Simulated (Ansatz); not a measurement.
Relaxed CuPd (CsCl type):

```yaml
crystal:
  lattice:
    - [2.92976, 0.00000, 0.00000]
    - [0.00000, 2.92976, 0.00000]
    - [0.00000, 0.00000, 2.92976]
  atoms:
    - { symbol: Cu, position: [0.00000, 0.00000, 0.00000] }
    - { symbol: Pd, position: [0.50000, 0.50000, 0.50000] }
```

A phonon eigenvector at Γ is frozen into this cell: atom i moves by Q times the vector below, so Q is the largest atomic displacement, in Å. The cell is held. It is one choice among 3 degenerate patterns.

```
atom      x      y       z
----  -----  -----  ------
Cu1   0.000  0.000  -1.000
Pd2   0.000  0.000   0.597
```

All values below come from LDA (plane waves to 420 eV, PAW, scalar-relativistic; Ansatz, an electronic-structure program). k mesh 16×16×16 (Γ-centred), Fermi-Dirac smearing 0.05 eV. E stands for the smeared free energy. With partly filled bands, energies and forces of such displacements shift with the k mesh and the smearing. CuPd is run without spin polarisation. CuPd was relaxed with its symmetry unable to fall. The zero of ΔE is the undisplaced structure.

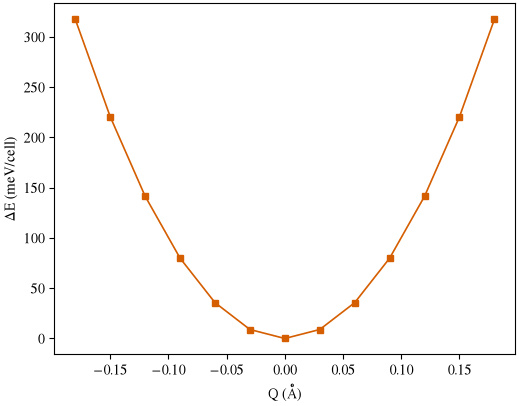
Figure. ΔE (meV/cell) against Q (Å); computed points joined by lines.

**Question.** What is the energy change at Q = 0.180 Å?

**Answer.** About 320 meV/cell.

**Question.** What harmonic wavenumber does the curvature at Q = 0 give?

**Answer.** About 230 cm⁻¹.

(A displaced cell: forces are minus the slopes of the energy, force constants its curvatures, and phonons follow from these.)
